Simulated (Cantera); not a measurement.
Feed: 1 mol Al, 0.48 mol I2, 0.13 mol O2, 0.021 mol HI, at 0.0610 bar.

Method: chemical equilibrium by Gibbs-energy minimisation in Cantera with the NASA 1993 tables (ideal gas, pure condensed phases). Candidate condensed phases: Al, AlI3, Al2O3, H2O, I2; 25 gas species. Mutual solubility and eutectic melting of coexisting phases are not modelled. Kinetics and transport are ignored.

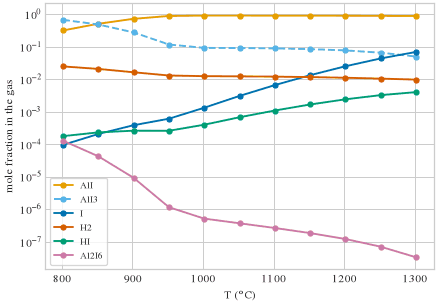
Figure. Equilibrium gas composition (values under 1e-9 drawn at 1e-9)

From 802 °C to 952 °C the condensed part is Al(l) + Al2O3(s). From 1002 °C to 1302 °C the condensed part is Al2O3(s). The main Al-bearing gas is AlI3 at 802 °C and AlI at 1302 °C.
